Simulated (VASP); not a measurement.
# Driving VASP from ASE on CoSi2, part 2 of 4

Do ASE scripts that read CoSi2 from different structure formats give one answer, and do several routes find one equilibrium volume? All runs use LDA. Left out of this account: 1 further run (fields: a reference on another mesh). The start is a cell from a database of measured crystal structures.

VASP 6.6.1, plane waves and PAW; the level of theory is named at each step.

So far. Step 2 (Total energy, forces and stress (LDA, through ASE)): The pressure is -9.26 GPa and the largest force 0.000 eV/Å, so the cell is not at a minimum at these settings.

## (3) Self-consistent run (LDA, through ASE)

This step: LDA, spin-polarised from a ferromagnetic start; plane waves and PAW (Co, Si) (VASP 6.6.1).

System of this step: CoSi2. It takes space group Fm-3m (No. 225, cubic). The conventional cell has a = 5.365 Å, b = 5.365 Å, c = 5.365 Å, α = 90.00°, β = 90.00°, γ = 90.00°. Nearest to Co lie 8 Si at 2.32 Å. Si has 4 Co at 2.32 Å nearest. Farther neighbours are not listed.

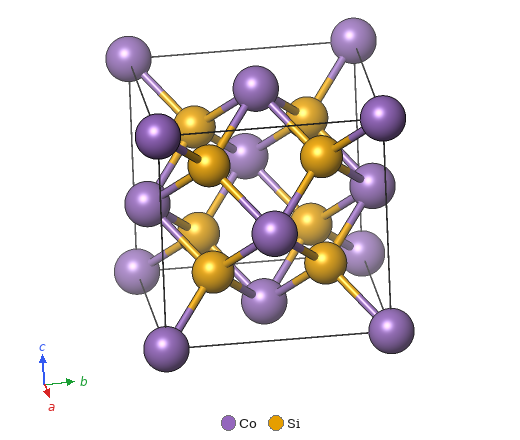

The cell of this step (cobalt purple, silicon orange). Some periodic images of atoms are drawn too.

The single point through ASE, with the structure read from a CIF with its space group. The file expands to the conventional cell of 12 atoms, on a 4×4×4 mesh.

The input, run.py:

```python
import numpy as np
from ase.calculators.vasp import Vasp
from ase.io import read
from ase.dft.bandgap import bandgap

atoms = read('CoSi2.cif')

calc = Vasp(
    xc='lda',
    pp='LDA',
    prec='Accurate',
    encut=400,
    ediff=1e-06,
    nelm=100,
    ismear=-1,
    sigma=0.05,
    lreal=False,
    algo='Normal',
    nbands=57,
    ispin=2,
    lasph=True,
    lmaxmix=4,
    lorbit=11,
    lwave=False,
    lcharg=False,
    kpar=4,
    isif=2,
    pp_version='64',
    setups={'Co': '', 'Si': ''},
    kpts=(4, 4, 4),
    gamma=True,
    txt='vasp.out',
    magmom=[2.0, 2.0, 2.0, 2.0, 0.0, 0.0, 0.0, 0.0, 0.0, 0.0, 0.0, 0.0],
)
atoms.calc = calc

print("energy (eV):", round(atoms.get_potential_energy(), 6))
print("Fermi level (eV):", round(calc.get_fermi_level(), 4))
print("forces (eV/A):")
print(np.round(atoms.get_forces(), 4))
print("stress (GPa, Voigt, tension positive):", np.round(atoms.get_stress() * 160.21766, 3))
print("magnetic moment (muB):", round(atoms.get_magnetic_moment(), 3))
gap, p1, p2 = bandgap(calc, direct=False)
print("gap on the mesh (eV):", round(gap, 4))
```

The input, CoSi2.cif:

```cif
data_CoSi2
_cell_length_a 5.36500000
_cell_length_b 5.36500000
_cell_length_c 5.36500000
_cell_angle_alpha 90.00000000
_cell_angle_beta 90.00000000
_cell_angle_gamma 90.00000000
_space_group_name_H-M_alt 'Fm-3m'
_space_group_name_Hall '-F 4 2 3'
_space_group_IT_number 225
loop_
_space_group_symop_operation_xyz
'x,y,z'
'-x,-y,-z'
'-y,x,z'
'y,-x,-z'
'-x,-y,z'
'x,y,-z'
'y,-x,z'
'-y,x,-z'
'x,-y,-z'
'-x,y,z'
'-y,-x,-z'
'y,x,z'
'-x,y,-z'
'x,-y,z'
'y,x,-z'
'-y,-x,z'
'z,x,y'
'-z,-x,-y'
'z,-y,x'
'-z,y,-x'
'z,-x,-y'
'-z,x,y'
'z,y,-x'
'-z,-y,x'
'-z,x,-y'
'z,-x,y'
'-z,-y,-x'
'z,y,x'
'-z,-x,y'
'z,x,-y'
'-z,y,x'
'z,-y,-x'
'y,z,x'
'-y,-z,-x'
'x,z,-y'
'-x,-z,y'
'-y,z,-x'
'y,-z,x'
'-x,z,y'
'x,-z,-y'
'-y,-z,x'
'y,z,-x'
'-x,-z,-y'
'x,z,y'
'y,-z,-x'
'-y,z,x'
'x,-z,y'
'-x,z,-y'
'x,y+1/2,z+1/2'
'-x,-y+1/2,-z+1/2'
'-y,x+1/2,z+1/2'
'y,-x+1/2,-z+1/2'
'-x,-y+1/2,z+1/2'
'x,y+1/2,-z+1/2'
'y,-x+1/2,z+1/2'
'-y,x+1/2,-z+1/2'
'x,-y+1/2,-z+1/2'
'-x,y+1/2,z+1/2'
'-y,-x+1/2,-z+1/2'
'y,x+1/2,z+1/2'
'-x,y+1/2,-z+1/2'
'x,-y+1/2,z+1/2'
'y,x+1/2,-z+1/2'
'-y,-x+1/2,z+1/2'
'z,x+1/2,y+1/2'
'-z,-x+1/2,-y+1/2'
'z,-y+1/2,x+1/2'
'-z,y+1/2,-x+1/2'
'z,-x+1/2,-y+1/2'
'-z,x+1/2,y+1/2'
'z,y+1/2,-x+1/2'
'-z,-y+1/2,x+1/2'
'-z,x+1/2,-y+1/2'
'z,-x+1/2,y+1/2'
'-z,-y+1/2,-x+1/2'
'z,y+1/2,x+1/2'
'-z,-x+1/2,y+1/2'
'z,x+1/2,-y+1/2'
'-z,y+1/2,x+1/2'
'z,-y+1/2,-x+1/2'
'y,z+1/2,x+1/2'
'-y,-z+1/2,-x+1/2'
'x,z+1/2,-y+1/2'
'-x,-z+1/2,y+1/2'
'-y,z+1/2,-x+1/2'
'y,-z+1/2,x+1/2'
'-x,z+1/2,y+1/2'
'x,-z+1/2,-y+1/2'
'-y,-z+1/2,x+1/2'
'y,z+1/2,-x+1/2'
'-x,-z+1/2,-y+1/2'
'x,z+1/2,y+1/2'
'y,-z+1/2,-x+1/2'
'-y,z+1/2,x+1/2'
'x,-z+1/2,y+1/2'
'-x,z+1/2,-y+1/2'
'x+1/2,y,z+1/2'
'-x+1/2,-y,-z+1/2'
'-y+1/2,x,z+1/2'
'y+1/2,-x,-z+1/2'
'-x+1/2,-y,z+1/2'
'x+1/2,y,-z+1/2'
'y+1/2,-x,z+1/2'
'-y+1/2,x,-z+1/2'
'x+1/2,-y,-z+1/2'
'-x+1/2,y,z+1/2'
'-y+1/2,-x,-z+1/2'
'y+1/2,x,z+1/2'
'-x+1/2,y,-z+1/2'
'x+1/2,-y,z+1/2'
'y+1/2,x,-z+1/2'
'-y+1/2,-x,z+1/2'
'z+1/2,x,y+1/2'
'-z+1/2,-x,-y+1/2'
'z+1/2,-y,x+1/2'
'-z+1/2,y,-x+1/2'
'z+1/2,-x,-y+1/2'
'-z+1/2,x,y+1/2'
'z+1/2,y,-x+1/2'
'-z+1/2,-y,x+1/2'
'-z+1/2,x,-y+1/2'
'z+1/2,-x,y+1/2'
'-z+1/2,-y,-x+1/2'
'z+1/2,y,x+1/2'
'-z+1/2,-x,y+1/2'
'z+1/2,x,-y+1/2'
'-z+1/2,y,x+1/2'
'z+1/2,-y,-x+1/2'
'y+1/2,z,x+1/2'
'-y+1/2,-z,-x+1/2'
'x+1/2,z,-y+1/2'
'-x+1/2,-z,y+1/2'
'-y+1/2,z,-x+1/2'
'y+1/2,-z,x+1/2'
'-x+1/2,z,y+1/2'
'x+1/2,-z,-y+1/2'
'-y+1/2,-z,x+1/2'
'y+1/2,z,-x+1/2'
'-x+1/2,-z,-y+1/2'
'x+1/2,z,y+1/2'
'y+1/2,-z,-x+1/2'
'-y+1/2,z,x+1/2'
'x+1/2,-z,y+1/2'
'-x+1/2,z,-y+1/2'
'x+1/2,y+1/2,z'
'-x+1/2,-y+1/2,-z'
'-y+1/2,x+1/2,z'
'y+1/2,-x+1/2,-z'
'-x+1/2,-y+1/2,z'
'x+1/2,y+1/2,-z'
'y+1/2,-x+1/2,z'
'-y+1/2,x+1/2,-z'
'x+1/2,-y+1/2,-z'
'-x+1/2,y+1/2,z'
'-y+1/2,-x+1/2,-z'
'y+1/2,x+1/2,z'
'-x+1/2,y+1/2,-z'
'x+1/2,-y+1/2,z'
'y+1/2,x+1/2,-z'
'-y+1/2,-x+1/2,z'
'z+1/2,x+1/2,y'
'-z+1/2,-x+1/2,-y'
'z+1/2,-y+1/2,x'
'-z+1/2,y+1/2,-x'
'z+1/2,-x+1/2,-y'
'-z+1/2,x+1/2,y'
'z+1/2,y+1/2,-x'
'-z+1/2,-y+1/2,x'
'-z+1/2,x+1/2,-y'
'z+1/2,-x+1/2,y'
'-z+1/2,-y+1/2,-x'
'z+1/2,y+1/2,x'
'-z+1/2,-x+1/2,y'
'z+1/2,x+1/2,-y'
'-z+1/2,y+1/2,x'
'z+1/2,-y+1/2,-x'
'y+1/2,z+1/2,x'
'-y+1/2,-z+1/2,-x'
'x+1/2,z+1/2,-y'
'-x+1/2,-z+1/2,y'
'-y+1/2,z+1/2,-x'
'y+1/2,-z+1/2,x'
'-x+1/2,z+1/2,y'
'x+1/2,-z+1/2,-y'
'-y+1/2,-z+1/2,x'
'y+1/2,z+1/2,-x'
'-x+1/2,-z+1/2,-y'
'x+1/2,z+1/2,y'
'y+1/2,-z+1/2,-x'
'-y+1/2,z+1/2,x'
'x+1/2,-z+1/2,y'
'-x+1/2,z+1/2,-y'
loop_
_atom_site_label
_atom_site_type_symbol
_atom_site_symmetry_multiplicity
_atom_site_Wyckoff_symbol
_atom_site_fract_x
_atom_site_fract_y
_atom_site_fract_z
_atom_site_occupancy
Co1 Co 4 a 0.0000000000 0.0000000000 0.0000000000 1
Si1 Si 8 c 0.2500000000 0.7500000000 0.7500000000 1
```

PAW data sets: Co and Si (LDA family, release 64).

Run with:

```console
$ export ASE_VASP_COMMAND="mpirun -np 4 vasp_std"
$ python run.py
```

The log of the run:

```text
energy (eV): -87.42472
Fermi level (eV): 9.969
forces (eV/A):
[[-0.  0. -0.]
 [ 0. -0.  0.]
 [ 0.  0. -0.]
 [ 0.  0.  0.]
 [-0. -0. -0.]
 [ 0. -0. -0.]
 [ 0. -0. -0.]
 [ 0. -0. -0.]
 [ 0. -0. -0.]
 [-0. -0. -0.]
 [ 0. -0. -0.]
 [ 0. -0. -0.]]
stress (GPa, Voigt, tension positive): [ 9.499  9.499  9.499 -0.    -0.    -0.   ]
magnetic moment (muB): -0.001
gap on the mesh (eV): 0.0
```

Elapsed: 38 s, on 4 MPI ranks of Intel Xeon Platinum 8259CL at 2.50GHz (Skylake/Cascade Lake), shared host; peak memory 0.94 GiB.

The INCAR that ASE wrote:

```
ENCUT = 400.000000
SIGMA = 0.050000
EDIFF = 1.00e-06
ALGO = Normal
PREC = Accurate
ISIF = 2
ISMEAR = -1
ISPIN = 2
KPAR = 4
LMAXMIX = 4
LORBIT = 11
NBANDS = 57
NELM = 100
MAGMOM = 4*2.0000 8*0.0000
LASPH = .TRUE.
LCHARG = .FALSE.
LWAVE = .FALSE.
LREAL = .FALSE.
```

The KPOINTS that ASE wrote:

```
KPOINTS created by Atomic Simulation Environment
0
Gamma
4 4 4
0 0 0
```

VASP's own log, vasp.out:

```text
[banner, memory and clock lines left out]
running    4 mpi-ranks, on    1 nodes
 distrk:  each k-point on    1 cores,    4 groups
 distr:  one band on    1 cores,    1 groups

 POSCAR found type information on POSCAR CoSi
 POSCAR found :  2 types and      12 ions
 LDA part: xc-table for (Slater(with rela. corr.)+CA(PZ))
 , standard interpolation
 POSCAR, INCAR and KPOINTS ok, starting setup
 FFT: planning ... GRIDC
 FFT: planning ... GRID_SOFT
 FFT: planning ... GRID
 WAVECAR not read
 entering main loop
       N       E                     dE             d eps       ncg     rms          rms(c)
DAV:   1     0.391459856136E+03    0.39146E+03   -0.22102E+04  2280   0.992E+02
DAV:   2    -0.528379161147E+02   -0.44430E+03   -0.41096E+03  2345   0.264E+02
DAV:   3    -0.902748100686E+02   -0.37437E+02   -0.35008E+02  2653   0.873E+01
DAV:   4    -0.917930146836E+02   -0.15182E+01   -0.15021E+01  2791   0.174E+01
DAV:   5    -0.918566581997E+02   -0.63644E-01   -0.63600E-01  3278   0.334E+00    0.319E+01
DAV:   6    -0.107943878281E+03   -0.16087E+02   -0.84354E+01  2874   0.116E+02    0.384E+01
DAV:   7    -0.873509029366E+02    0.20593E+02   -0.45169E+01  2768   0.972E+01    0.822E+00
DAV:   8    -0.877207397150E+02   -0.36984E+00   -0.61674E+00  2866   0.834E+00    0.525E+00
DAV:   9    -0.874544379390E+02    0.26630E+00   -0.52235E-01  2926   0.843E+00    0.173E+00
DAV:  10    -0.874494214459E+02    0.50165E-02   -0.45543E-02  2958   0.103E+00    0.884E-01
DAV:  11    -0.874458548388E+02    0.35666E-02   -0.35754E-03  2999   0.283E-01    0.465E-01
DAV:  12    -0.874451690412E+02    0.68580E-03   -0.11984E-03  3067   0.197E-01    0.188E-01
DAV:  13    -0.874451629448E+02    0.60964E-05   -0.20529E-04  3145   0.126E-01    0.528E-02
DAV:  14    -0.874451477856E+02    0.15159E-04   -0.17001E-05  3075   0.325E-02    0.218E-02
DAV:  15    -0.874451483690E+02   -0.58338E-06   -0.12826E-06  1903   0.107E-02
   1 F= -.87445148E+02 E0= -.87424720E+02  d E =-.408567E-01  mag=    -0.0005
```

Parts of OUTCAR (step 3):

```text
  LATTYP: Found a simple cubic cell.
 ALAT       =     5.3650000000

The static configuration has the point symmetry O_h .

 Found     10 irreducible k-points:

   k-points           NKPTS =     10   k-points in BZ     NKDIM =     10   number of bands    NBANDS=     57

   dimension x,y,z NGX =    36 NGY =   36 NGZ =   36
   dimension x,y,z NGXF=    72 NGYF=   72 NGZF=   72

   ENCUT  =  400.0 eV  29.40 Ry    5.42 a.u.   8.75  8.75  8.75*2*pi/ulx,y,z

   NELECT =      68.0000    total number of electrons

 E-fermi :   9.9690

 spin component 1
 k-point     1 :       0.0000    0.0000    0.0000
  band No.  band energies     occupation
    ...
     29       8.0005      1.00000
     30       8.0005      1.00000
     31       8.5603      1.00000
     32       8.5603      1.00000
     33       8.5603      1.00000
     34      10.5489      0.00001
     35      11.4137      0.00000
     36      11.4137      0.00000
     37      11.4137      0.00000
     38      12.8235      0.00000
    ...

 k-point     2 :       0.2500    0.0000    0.0000
  band No.  band energies     occupation
    ...
     29       8.4043      1.00000
     30       8.4043      1.00000
     31       8.4735      1.00000
     32       8.8802      1.00000
     33       8.8802      1.00000
     34      10.8771      0.00000
     35      11.2449      0.00000
     36      11.2449      0.00000
     37      11.3735      0.00000
     38      11.8972      0.00000
    ...

 k-point     3 :       0.5000    0.0000    0.0000
  band No.  band energies     occupation
    ...
     32       9.5894      0.99950
     33       9.5894      0.99950
     34       9.5894      0.99950
     35       9.6693      0.99751
     36       9.6693      0.99751
     37      11.2264      0.00000
     38      11.2264      0.00000
     39      13.1617      0.00000
     40      13.1617      0.00000
     41      13.5069      0.00000
    ...

 k-point     4 :       0.2500    0.2500    0.0000
  band No.  band energies     occupation
    ...
     30       8.6725      1.00000
     31       8.9332      1.00000
     32       9.1888      1.00000
     33       9.1888      1.00000
     34       9.9024      0.79120
     35      10.1757      0.01577
     36      11.8246      0.00000
     37      11.9472      0.00000
     38      11.9472      0.00000
     39      12.2705      0.00000
    ...

  Total       -9.1551976     -9.1551976     -9.1551976     -0.0000000      0.0000000      0.0000000
  in kB      -94.9880838    -94.9880838    -94.9880838     -0.0000000      0.0000000      0.0000000
  external PRESSURE =     -94.9880838 kB  Pullay stress =       0.0000000 kB

  energy-cutoff  :      400.00
  volume of cell :      154.42
      direct lattice vectors                 reciprocal lattice vectors
     5.365000000  0.000000000  0.000000000     0.186393290  0.000000000  0.000000000
     0.000000000  5.365000000  0.000000000     0.000000000  0.186393290  0.000000000
     0.000000000  0.000000000  5.365000000     0.000000000  0.000000000  0.186393290

 POSITION                                       TOTAL-FORCE (eV/Angst)
 -----------------------------------------------------------------------------------
      0.00000      0.00000      0.00000        -0.000000      0.000000     -0.000000
      0.00000      2.68250      2.68250         0.000000     -0.000000      0.000000
      2.68250      0.00000      2.68250         0.000000      0.000000     -0.000000
      2.68250      2.68250      0.00000         0.000000      0.000000      0.000000
      1.34125      4.02375      4.02375        -0.000000     -0.000000     -0.000000
      4.02375      1.34125      1.34125         0.000000     -0.000000     -0.000000
      1.34125      1.34125      4.02375         0.000000     -0.000000     -0.000000
      4.02375      4.02375      1.34125         0.000000     -0.000000     -0.000000
      4.02375      1.34125      4.02375         0.000000     -0.000000     -0.000000
      1.34125      4.02375      1.34125        -0.000000     -0.000000     -0.000000
      4.02375      4.02375      4.02375         0.000000     -0.000000     -0.000000
      1.34125      1.34125      1.34125         0.000000     -0.000000     -0.000000
 -----------------------------------------------------------------------------------
    total drift:                                0.000000      0.000000      0.000000

  FREE ENERGIE OF THE ION-ELECTRON SYSTEM (eV)
  ---------------------------------------------------
  free  energy   TOTEN  =       -87.4451483690 eV

  energy  without entropy=      -87.4042916713  energy(sigma->0) =      -87.42472002

 total charge
# of ion       s       p       d       tot
------------------------------------------
    1        0.542   0.716   7.601   8.860
    2        0.542   0.716   7.601   8.860
    3        0.542   0.716   7.601   8.860
    4        0.542   0.716   7.601   8.860
    5        0.722   0.876   0.000   1.598
    6        0.722   0.876   0.000   1.598
    7        0.722   0.876   0.000   1.598
    8        0.722   0.876   0.000   1.598
    9        0.722   0.876   0.000   1.598
   10        0.722   0.876   0.000   1.598
   11        0.722   0.876   0.000   1.598
   12        0.722   0.876   0.000   1.598
--------------------------------------------------
tot          7.941   9.875  30.406  48.222

 magnetization (x)
# of ion       s       p       d       tot
------------------------------------------
    1        0.000  -0.000   0.000   0.000
    2        0.000  -0.000   0.000   0.000
    3        0.000  -0.000   0.000   0.000
    4        0.000  -0.000   0.000   0.000
    5       -0.000  -0.000   0.000  -0.000
    6       -0.000  -0.000   0.000  -0.000
    7       -0.000  -0.000   0.000  -0.000
    8       -0.000  -0.000   0.000  -0.000
    9       -0.000  -0.000   0.000  -0.000
   10       -0.000  -0.000   0.000  -0.000
   11       -0.000  -0.000   0.000  -0.000
   12       -0.000  -0.000   0.000  -0.000
--------------------------------------------------
tot          0.000  -0.000   0.000   0.000

[... 1 part as in an earlier step ...]

[... 10 further parts left out ...]
```

The k-mesh is coarse for a metal. At this level the cell is under a tension of 9.5 GPa, so at these settings it is away from equilibrium.

This step gave:

```yaml
electrons: 68
bands: 57
irreducible_k_points: 10
free_energy_toten: -87.4451 eV
energy_at_zero_smearing: -87.4247 eV
fermi_energy: 9.969 eV
pressure: -9.499 GPa
moment_of_the_cell_from_the_last_line_of_the_log: 0 μB
```

The spin moment in the PAW sphere vanishes on all atoms.

The energy lies +5.90 meV an atom from the first script, since this cell and mesh sample the zone at other points.

(Continued in part 3 of 4.)

[Lines on the potential files, build, host, timing and source positions are cut from VASP's logs without a mark.]

[Logs are printed without paths, hosts, clocks, repeated set-up lines and the standing remarks that a program may print on its own settings, such as how far it seeks lower states.]

[Hosts, paths, dates, database ids (printed as entryN), source tags and the programs' standing remarks are cut or masked in the printed files.]

[A measured line is paired with the nearest computed mode of its activity, which favours agreement.]
